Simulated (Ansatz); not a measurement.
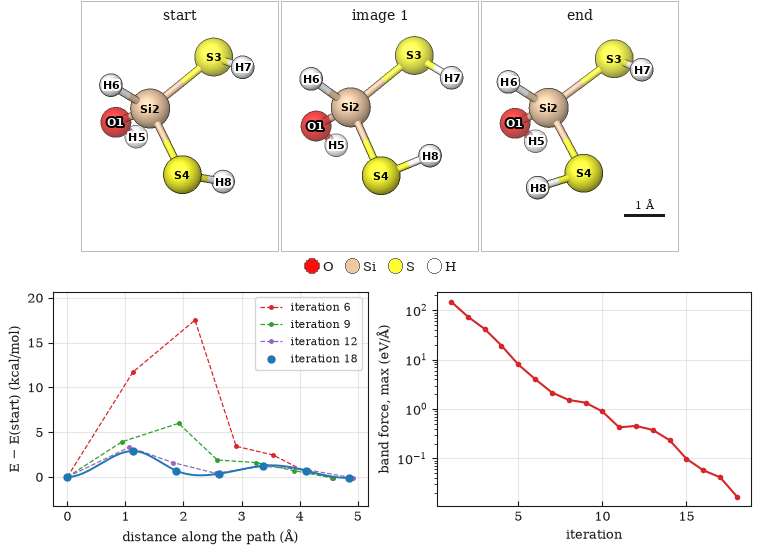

A nudged-elastic-band calculation for SiH₄S₂O. Images are numbered from 0 (start) to 6 (end). The plot follows the band through its iterations. Style: ball-and-stick. Shown at a tilt.

Level of theory: RKS PBE-D4/def2-SVP (Ansatz 0.2.0). Set-up: 5 movable images; climbing image; force threshold 0.03 eV/Å; iteration limit 60; spring constant 0.5 eV/Å²; starting path through a guess of the saddle point.

How did the profile develop, and is the result final?

The run is converged, with reservations. The band converged in 18 iterations. The largest component of the band force went from 150 to 0.017 eV/Å. The climbing image converged on the top of the path. Its curvatures weren't checked. The first iteration put the highest image at 962.48 kcal/mol. The highest point, image 1, lies 2.90 kcal/mol above the start and 3.00 kcal/mol above the end; the end is at −0.10 kcal/mol relative to the start. The profile has 2 maxima (images 1, 4) with a dip at image 3 (+0.37 kcal/mol), so the process runs in steps.

The run took 5.9 min on 1 thread of Intel(R) Xeon(R) Processor @ 2.50GHz (Skylake/Cascade Lake) (shared host), peak memory 0.14 GiB.
